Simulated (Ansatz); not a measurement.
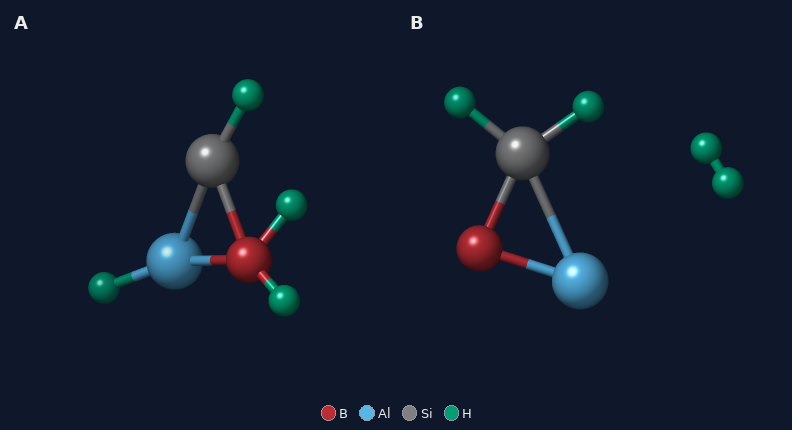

2 stationary structures of one formula. Geometries: PBE-D4/def2-SVP. Electronic energies: PBE-D4/def2-SVP (Ansatz 0.2.0), without zero-point energy. No frequency run is at hand to confirm each as a minimum. Each is one conformer, not always the lowest.

Which is lowest in energy, and by how much?

A is lowest (C1); B lies 2.599 eV above it.
